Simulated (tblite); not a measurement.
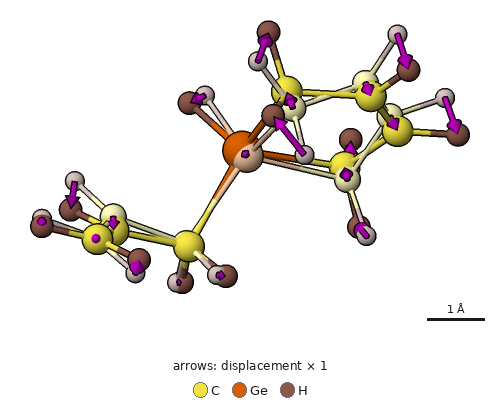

This is a relaxation of C$_{7}$H$_{12}$Ge. The starting structure is drawn faded, the final one solid; purple arrows show the displacements, at their true length. The two geometries are superimposed by the best rigid fit.

The picture is a ball-and-stick view, seen from a free direction.

Level of theory: GFN2-xTB geometry optimisation, gas phase (tblite). 

Question: Atoms of which element are displaced furthest, and by how much?

Answer: Hydrogen: up to 0.89 Å, against 0.36 Å for carbon.

Question: What did the optimiser do to the structure, and how much energy did it gain?

Answer: The largest move after the best rigid fit is that of an H atom, 0.89 Å. By element the largest moves are H 0.89 Å, C 0.36 Å, Ge 0.16 Å. Some distances before and after: C–Ge 1.919 → 2.006 Å, C–Ge 1.942 → 1.996 Å, C–H 1.133 → 1.082 Å, C–C 1.276 → 1.323 Å. Among the angles between lasting bonds that change: H–C–H 116.8° → 106.7°, Ge–C–H 105.4° → 113.0°, C–C–C 117.6° → 124.7°. Groups turn about C–Ge by about 35°, C–Ge by about 35°, C–C by about 30°. Over 93 geometry steps the energy falls by 15.4 kcal/mol. Cost: 0.57 s on 1 thread of Arm Neoverse V2, on a shared host.
